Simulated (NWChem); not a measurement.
## C2H5Si2: energy and gradient calculation

System: C2H5Si2, multiplicity 2.
Method: HF/def2-SVP, UHF (NWChem 7.3.0).

The geometry comes from this level: GFN2-xTB.

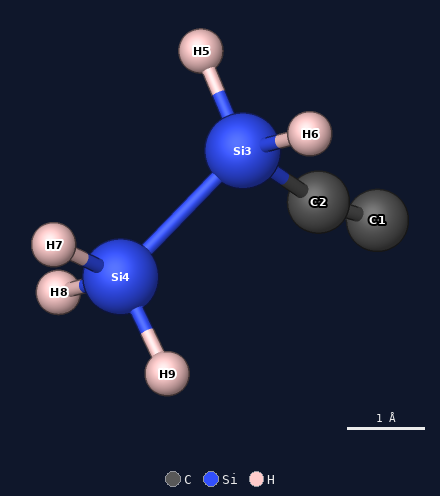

**Figure 1.** The structure as given in the input (ball-and-stick view, seen at a tilt; atoms are numbered from 1 in the order of the input).

### Input
```python
from ase.io import read
from ase.calculators.nwchem import NWChem

molecule = read('c2h5si2.xyz')

calc = NWChem(
    label='c2h5si2',
    theory='scf',
    memory='2200 mb',
    basis='def2-SVP',
    basispar='spherical bse',
    scf={'nopen': '1', 'uhf': None, 'thresh': '1e-08', 'maxiter': '80'},
)
molecule.calc = calc

forces = molecule.get_forces()
print("Total energy (eV):", round(molecule.get_potential_energy(), 6))
print("forces (eV/A):")
for s, f in zip(molecule.symbols, forces):
    print(f"{s:2s} {f[0]:10.5f} {f[1]:10.5f} {f[2]:10.5f}")
```

### File c2h5si2.xyz
```
9
C2H5Si2 hf
C      3.017470    -0.559670     0.600350
C      1.941870    -0.155940     0.236540
Si     0.478450     0.732250    -0.487230
Si    -1.319630    -0.532100     0.287920
H      0.604760     0.773870    -1.951630
H      0.475990     2.128190    -0.026290
H     -2.557060     0.052830    -0.237650
H     -1.244080    -1.918350    -0.169840
H     -1.397770    -0.521090     1.747820
```

### File c2h5si2.nwi
```
title "c2h5si2"

permanent_dir c2h5si2

scratch_dir c2h5si2

start c2h5si2

geometry units angstrom nocenter noautosym noautoz
  C  3.0174699999999999e+00 -5.5967000000000000e-01 6.0035000000000005e-01
  C  1.9418700000000000e+00 -1.5594000000000000e-01 2.3654000000000000e-01
  Si 4.7844999999999999e-01 7.3224999999999996e-01 -4.8723000000000000e-01
  Si -1.3196300000000001e+00 -5.3210000000000002e-01 2.8792000000000001e-01
  H  6.0475999999999996e-01 7.7386999999999995e-01 -1.9516300000000000e+00
  H  4.7599000000000002e-01 2.1281900000000000e+00 -2.6290000000000001e-02
  H  -2.5570599999999999e+00 5.2830000000000002e-02 -2.3765000000000000e-01
  H  -1.2440800000000001e+00 -1.9183500000000000e+00 -1.6983999999999999e-01
  H  -1.3977700000000000e+00 -5.2109000000000005e-01 1.7478199999999999e+00
end

memory 2200 mb

basis spherical bse noprint
   * library def2-SVP
end

scf
  nopen 1
  uhf
  thresh 1e-08
  maxiter 80
end

task scf gradient
```

Command:
```bash
export ASE_NWCHEM_COMMAND="nwchem PREFIX.nwi > PREFIX.nwo"
python run.py
```

### Log
```
Total energy (eV): -17853.850596
forces (eV/A):
C     1.99060   -0.98967    0.83895
C    -1.64833    1.26781   -1.00751
Si    0.39184   -0.29007    0.22651
Si   -0.49381    0.22801   -0.20044
H    -0.03512   -0.14398   -0.20893
H    -0.05914    0.15499    0.19983
H    -0.41775    0.11097   -0.11205
H     0.16054   -0.38844   -0.16974
H     0.11123    0.05050    0.43344
```

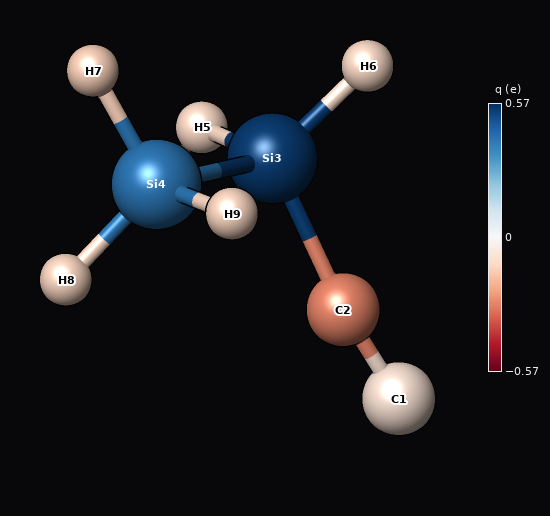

**Figure 2.** Mulliken charges, as the colour of each atom (ball-and-stick view, seen at a tilt; atoms are numbered from 1 in the order of the input). By element: C −0.28 to −0.08, Si +0.41 to +0.54 and H −0.13 to −0.11 e.

### Results in brief

- outcome: converged
- total energy: −656.116913 hartree
- basis functions: 89
- largest force: 2.376 eV/Å
- ⟨S²⟩: 1.147
- dipole moment: 0.44 D
- hardware: 1 thread of AMD EPYC (Zen 5), 176 GiB of memory available, shared host
- wall time: 38 s
- peak memory: 0.1 GiB

⟨S²⟩ is 1.15 against 0.75 for a pure state: the solution is spin-contaminated.
